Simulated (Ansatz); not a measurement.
**InSiH5 (SMILES [SiH3][InH2]): BLYP/def2-TZVP (core potential)**

Aim: the electronic atomisation energy of InSiH5 at BLYP/def2-TZVP (core potential), from 4 runs. 

Program for the calculation: Ansatz 0.2.0.

37 further runs of the same task are left out: 37 set aside as unsound or not needed.

## Step 1: The molecule

InSiH5 has 7 atoms, charge 0, and is taken as a singlet. As SMILES, `[SiH3][InH2]`. The shape is that of a PBE0-D4/def2-TZVP optimisation.

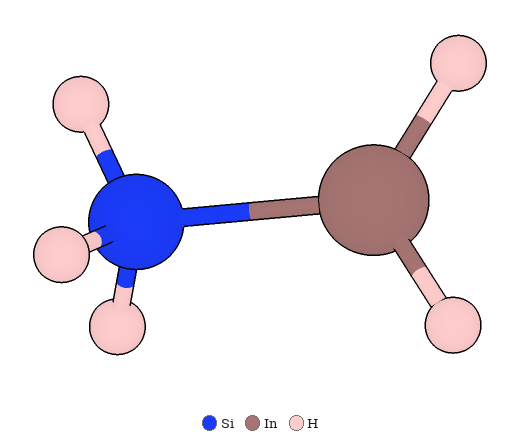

The structure, seen from a chosen angle (silicon blue, indium brown, hydrogen pink).

## Step 2: A single-point energy at BLYP/def2-TZVP (core potential)

Contents of input.yaml:

```yaml
crystal:
  periodic: [false, false, false]
  atoms:
    - {symbol: Si, position_ang: [-0.667100, -0.641500, -0.642100]}
    - {symbol: In, position_ang: [0.830800, 0.837600, 0.840500]}
    - {symbol: H, position_ang: [-2.119900, -0.371100, -0.463600]}
    - {symbol: H, position_ang: [-0.432000, -2.083300, -0.345900]}
    - {symbol: H, position_ang: [-0.338000, -0.425500, -2.080000]}
    - {symbol: H, position_ang: [0.179100, 2.062100, 1.872000]}
    - {symbol: H, position_ang: [2.547100, 0.621800, 0.819100]}
basis:
  gaussian: {orbitals: def2-TZVP}
hamiltonian: {xc: {name: BLYP}}
accuracy: high
output: {orbitals: {seedname: orbitals}}
```

On the command line:

```bash
$ ansatz run input.yaml --threads 1 --pin off --max-ram 3480MiB --events-out events.jsonl --progress --plain --runs-dir runs
```

Output:

```text
Warning: RAYON_NUM_THREADS=1 ignored (pool sized by the plan → 1); use --threads N
Functional definition: BLYP
  name "BLYP"
  parameter beta = 0.0042
  parameter a = 0.04918
  parameter b = 0.132
  parameter c = 0.2533
  parameter d = 0.349
  exchange = b88_x(beta = beta)
  correlation = lyp_c(a = a, b = b, c = c, d = d)
2299 factors; integrals over basis functions are off by at most 3.6e-9 eV
mean field evaluation 1: about -13128.4245 eV, gradient 2.6e1 eV
mean field evaluation 2: about -13128.7791 eV, gradient 2.6e1 eV
mean field evaluation 4: about -13130.7427 eV, gradient 7.7e-1 eV
mean field evaluation 8: about -13130.7403 eV, gradient 3.2e-2 eV
mean field evaluation 16: about -13130.7403 eV, gradient 2.3e-6 eV
mean field -13130.74027727 eV, -482.5458048542 hartree, gradient 6.1e-8 eV, S^2 0.000000; 0 other end points of the search recorded, 0 dependent functions left out
reference -13130.74033737 eV, -482.5458070628 hartree; 20, 20 occupied and 97, 97 virtual orbitals, 2299 factors
Total energy: -13130.74033737 eV, -482.5458070628 hartree
```

Run time: 9 s. Hardware: 1 thread of Arm Neoverse V2, shared host; peak memory 0.32 GiB.

## Step 3: The H atom, same level

Contents of run.yaml:

```yaml
basis:
  gaussian:
    orbitals: def2-TZVP
crystal:
  periodic: [false, false, false]
  atoms:
    - {symbol: H, position_ang: [0.000000, 0.000000, 0.000000]}
magnetization:
  spin_polarized: true
  initial_magnetization: 1
hamiltonian:
  xc: {name: BLYP}
accuracy: high
```

Run the same way, it converges to -0.49755 Eh (log not shown).

## Step 4: The In atom, same level

Contents of molecule.yaml:

```yaml
basis:
  gaussian: {orbitals: def2-TZVP}
crystal:
  periodic: [false, false, false]
  atoms:
    - {symbol: In, position_ang: [0.000000, 0.000000, 0.000000]}
magnetization: {spin_polarized: true, initial_magnetization: 1}
hamiltonian: {xc: {name: BLYP}}
accuracy: high
```

Run the same way, it converges to -190.08095 Eh (log not shown).

## Step 5: The Si atom at the same level

Contents of run.yaml:

```yaml
crystal:
  periodic: [false, false, false]
  atoms:
    - {symbol: Si, position_ang: [0.000000, 0.000000, 0.000000]}
basis:
  gaussian: {orbitals: def2-TZVP}
magnetization: {spin_polarized: true, initial_magnetization: 2}
hamiltonian: {xc: {name: BLYP}}
accuracy: high
```

Run the same way, it converges to -289.37739 Eh (log not shown).

## Step 6: Outcome

At BLYP/def2-TZVP (core potential):

| quantity | value |
| --- | --- |
| molecule: total energy | -482.54581 Eh |
| molecule: HOMO energy | -6.22 eV |
| molecule: LUMO energy | -2.83 eV |
| molecule: HOMO–LUMO gap | 3.38 eV |
| H atom: total energy | -0.49755 Eh |
| H atom: ⟨S²⟩ | 0.750 |
| In atom: total energy | -190.08095 Eh |
| In atom: ⟨S²⟩ | 0.751 |
| Si atom: total energy | -289.37739 Eh |
| Si atom: ⟨S²⟩ | 2.003 |
| electronic atomisation energy | 16.319 eV |

**Reading.** Taking the molecule apart into free atoms costs 16.32 eV (1575 kJ/mol), before zero-point energy and without spin-orbit coupling.
